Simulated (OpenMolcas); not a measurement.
# Ti²⁺: CASSCF terms and fine-structure levels

Which level of Ti²⁺ lies lowest, and where do the others fall? The reference wave functions come first, then spin-orbit coupling.

The numbers are computed with OpenMolcas 26.06 (state-averaged CASSCF, spin-orbit coupling by RASSI with atomic mean-field integrals), except any that are marked as measured or tabulated.

### Step 1. The system

| Quantity | Value |
| --- | --- |
| Species | Ti²⁺ (titanium, Z = 22, 20 electrons) |
| Basis | ANO-RCC-MB [4s3p1d], 18 functions |
| Scalar Hamiltonian | DKH2, point nucleus |
| Inactive shells | 1s 2s 2p 3s 3p |
| Active space | 2 electrons in 5 orbitals (3d) |
| Some configurations of this space | 3d2 |
| Orbitals | optimised for each spin and parity, averaged over all roots |

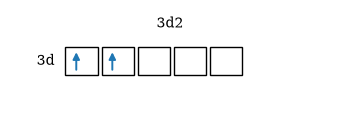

Outer shells as boxes.

Each step is its own input file, run in one work folder so that later steps find the files of earlier ones. Labels, J, g values, rates, χT and fits are worked out afterwards by a script from the matrices that RASSI stores.

### Step 2. GATEWAY and SEWARD: basis and integrals

Input file a.inp:

```
&GATEWAY
Coord
1

Ti 0.0 0.0 0.0
Basis=ANO-RCC-MB
Group=XYZ
NoMove
AngMom=0.0 0.0 0.0
AMFI
&SEWARD
```

### Step 3. Reference wave functions, triplets of even parity, 10 roots

Input file a.inp:

```
&RASSCF
FileOrb=start.orb
Symmetry=1
Spin=3
nActEl=2 0 0
Inactive=3 6
Ras2=5 0
CIRoot=10 10 1
SDav=10
CIMx=300
Iter=120 100
PrWF=0.3
OrbListing=Nothing
MaxOrb=0
Atom
>>> COPY $Project.JobIph JOB001
```

start.orb holds the contracted functions of the basis, ordered by shell, or the orbitals of the step before.

### Step 4. CASSCF: singlets of even parity, 15 roots

Input file a.inp:

```
&RASSCF
FileOrb=start.orb
Symmetry=1
Spin=1
nActEl=2 0 0
Inactive=3 6
Ras2=5 0
CIRoot=15 15 1
SDav=15
CIMx=300
Iter=120 100
PrWF=0.3
OrbListing=Nothing
MaxOrb=0
Atom
>>> COPY $Project.JobIph JOB002
```

### Step 5. State interaction with spin-orbit coupling

Input file a.inp:

```
&RASSI
NrOfJobIphs=2 10 15
1 2 3 4 5 6 7 8 9 10
1 2 3 4 5 6 7 8 9 10 11 12 13 14 15
IphNames
JOB001
JOB002
EJob
SpinOrbit
DIPRint=1.0
SOCoupling=1000.0
Subsets=2
MEES
Property=10
'ANGMOM' 1 'ANGMOM' 2 'ANGMOM' 3 'MLTPL  1' 1 'MLTPL  1' 2 'MLTPL  1' 3
'AMFI' 1 'AMFI' 2 'AMFI' 3 'MLTPL  2' 6
SOProperty=3
'ANGMOM' 1 'ANGMOM' 2 'ANGMOM' 3
```

(Steps that only read results are left out.)

**Question.** What will these runs give? Wanted: lowest level; first excited level; lowest level of another term; spin-orbit lowering of the lowest level; strongest of the lines computed, by gA.

**Answer**, as computed:

```
                                                                                   quantity                                          value
                                                                                     method                                         CASSCF
                                                                               lowest level         3d2 3F2, 100 % of that term, g = 0.666
                                                                ground level listed by NIST                                            3F2
                                                                        first excited level                            3d2 3F3 at 167 cm-1
                                                               lowest level of another term                           3d2 1D2 at 9960 cm-1
                                                    spin-orbit lowering of the lowest level                                       222 cm-1
strongest of the lines computed, by gA (one parity, so forbidden lines), at CASSCF energies  3d2 1S0 → 3d2 1D2, 357.9 nm, A = 2.31e+01 s⁻¹
```

In words: The multiplet 3F is regular; its intervals divided by the larger J differ by 2 % of their mean, where Landé's rule for pure LS coupling makes them equal. The computed levels miss the measured ones by 1600 cm⁻¹ on average. Only the configurations of the active space and the roots asked for are present. Levels of other configurations are missing from the list.
